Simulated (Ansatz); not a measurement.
**H16O4Sn10 (charge −1, doublet): density, localisation and related maps**

```yaml
atoms:
  - { symbol: Sn, position_ang: [-2.2678, 1.2061, -1.2276] }
  - { symbol: Sn, position_ang: [1.6313, -1.4966, -1.3144] }
  - { symbol: Sn, position_ang: [-1.3077, -2.0987, 2.4728] }
  - { symbol: Sn, position_ang: [2.2511, 2.5528, 1.3405] }
  - { symbol: Sn, position_ang: [-3.2046, -0.6042, 0.7826] }
  - { symbol: Sn, position_ang: [-0.1003, -3.2558, 0.1081] }
  - { symbol: Sn, position_ang: [-0.0272, 0.3291, -2.7354] }
  - { symbol: Sn, position_ang: [-0.9702, 3.5752, -0.3630] }
  - { symbol: Sn, position_ang: [3.4540, 0.2965, -0.0748] }
  - { symbol: Sn, position_ang: [0.1391, 0.7138, 2.3020] }
  - { symbol: O, position_ang: [2.6761, -2.5083, -2.7759] }
  - { symbol: O, position_ang: [-2.6343, -3.6845, 2.8757] }
  - { symbol: O, position_ang: [2.1955, 0.8302, 3.1083] }
  - { symbol: O, position_ang: [1.0952, 3.3290, -0.6818] }
  - { symbol: H, position_ang: [-3.4465, 1.9348, -2.3211] }
  - { symbol: H, position_ang: [2.0846, -3.2040, -3.1239] }
  - { symbol: H, position_ang: [-3.2605, -3.3576, 3.5537] }
  - { symbol: H, position_ang: [2.7151, 0.0507, 2.8218] }
  - { symbol: H, position_ang: [-4.2825, -1.5590, -0.2300] }
  - { symbol: H, position_ang: [-4.3638, 0.4470, 1.5988] }
  - { symbol: H, position_ang: [-1.1617, -3.9001, -1.1348] }
  - { symbol: H, position_ang: [0.9347, -4.6313, 0.4591] }
  - { symbol: H, position_ang: [-0.5418, -0.1296, -4.3439] }
  - { symbol: H, position_ang: [0.8976, 1.8103, -3.0533] }
  - { symbol: H, position_ang: [1.2206, 2.7975, -1.5022] }
  - { symbol: H, position_ang: [-1.2553, 5.0016, -1.3467] }
  - { symbol: H, position_ang: [4.6891, 0.5144, -1.3031] }
  - { symbol: H, position_ang: [4.2859, -0.6966, 1.1256] }
  - { symbol: H, position_ang: [-0.8902, 4.1392, 1.2817] }
  - { symbol: H, position_ang: [-0.5554, 1.5981, 3.7012] }
```

Geometry: PBE-D4/def2-SVP; core potentials replace the inner electrons of Sn.

Theory: Ansatz, UKS PBE0-D4/def2-TZVP.

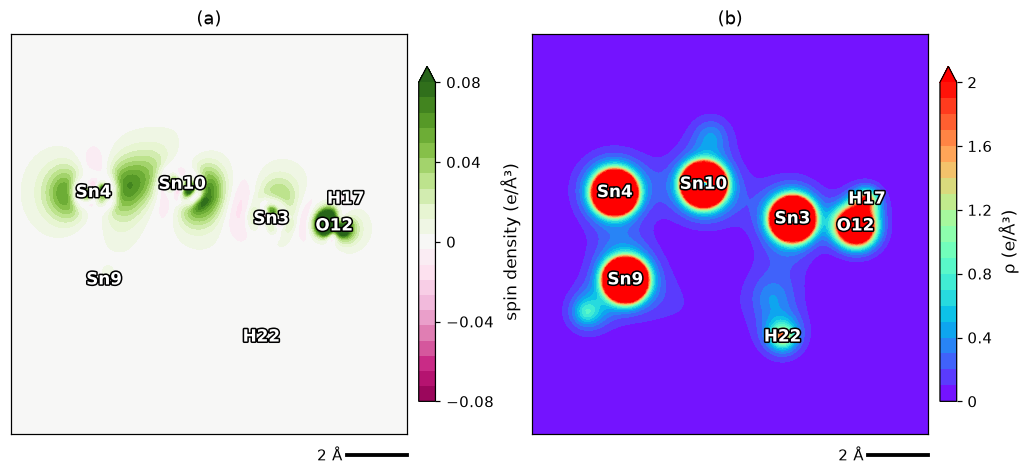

Figure 1. (a) spin density (α minus β); (b) electron density on the plane of atoms Sn9, Sn4 and Sn10.

Q: Describe what can be read from this map.

A:
- Atoms in the plane: Sn, O and H.
- O–H (0.98 Å): ρ is about 3.5 e/Å³ halfway.
- Sn–O (2.11 Å): ρ at the midpoint is about 0.61 e/Å³.
- Sn–Sn (2.92 Å): ρ is about 0.33 e/Å³ halfway.
- The unpaired spin (1 electron) lies mostly on Sn4 (about 0.4), Sn10 (about 0.2), Sn3 (about 0.2) and O12 (about 0.1), in electrons by Hirshfeld's partition.

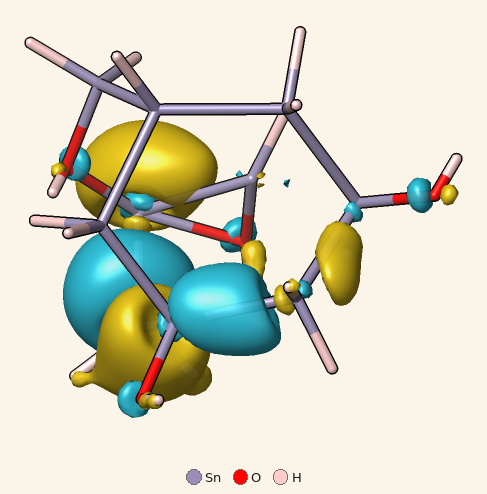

Figure 2. The HOMO−1 (β) at ±0.08 Å⁻³ᐟ² (yellow and cyan are the two phases), seen at a tilt.

Q: Describe this orbital and give its energy.

A: Its weight (Hirshfeld) is mainly on Sn4 (about 30 %), Sn9 (about 30 %), Sn2 (about 15 %) and Sn6 (about 10 %). Its energy is −3.54 eV.

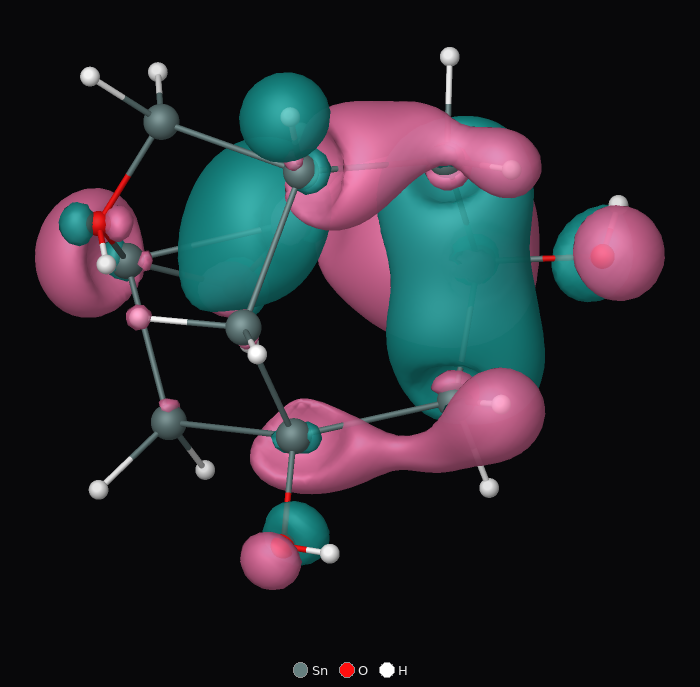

Figure 3. The HOMO (β) at ±0.06 Å⁻³ᐟ² (teal and pink are the two phases), seen across its widest extent.

Q: Where does this orbital lie, and at what energy?

A: Its weight (Hirshfeld) is mainly on Sn3 (about 30 %), Sn10 (about 15 %), Sn6 (about 10 %), Sn5 (about 10 %), O12 (about 5 %) and Sn4 (about 5 %). Its energy is −3.26 eV.
